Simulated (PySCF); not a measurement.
C2H8F3NSi2 (charge +1, doublet)

```xyz
16

C    -0.8007   -2.2082   -0.0333
Si   -0.0730   -0.6811    0.7949
N     1.0028    0.2644   -0.1710
Si    2.0968    1.6247    0.1926
C    -1.6389    0.6350    0.6849
F    -2.0119    0.7926   -0.5758
F    -2.6538    0.1740    1.3901
F    -1.2549    1.8063    1.1718
H    -1.1909   -1.9878   -1.0289
H    -1.6212   -2.6173    0.5562
H    -0.0495   -2.9890   -0.1333
H     0.3314   -0.5872    2.1869
H     0.9557    0.0696   -1.1651
H     3.2390    1.3410   -0.6840
H     2.3140    1.5758    1.6311
H     1.3476    2.7961   -0.2937
```

Geometry: GFN2-xTB.

The calculation used PySCF, UKS B3LYP, pcH-1 on C F H N Si, non-relativistic, mean-field spin-orbit, GIAO.

> What can the converged electron density, electron localisation function and spin density tell about the bonding?

C–F (1.33 Å): ρ at the midpoint is about 2.3 e/Å³; the ELF peaks at about 0.80 between the atoms: a polar covalent bond.
C–Si (1.88 Å): the density is about 0.75 e/Å³ at the midpoint; the ELF peaks at about 0.95 between the atoms (localised, covalent bonding).
C–Si (2.05 Å): ρ at the midpoint is about 0.59 e/Å³; the ELF peaks at about 0.95 between the atoms: a shared electron pair.
The unpaired spin (1 electron) lies mostly on N3 (about 0.4) and C5 (about 0.2), in electrons by Hirshfeld's partition.

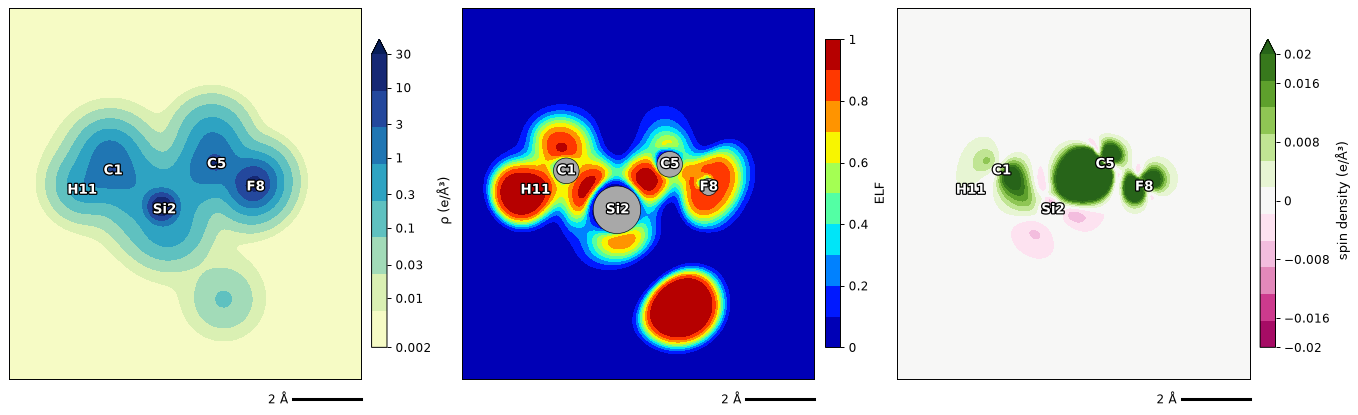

Computed electron density, electron localisation function and spin density on the plane of atoms Si2, C5 and F8, in this order. Grey discs cover the atomic cores in the ELF map. 
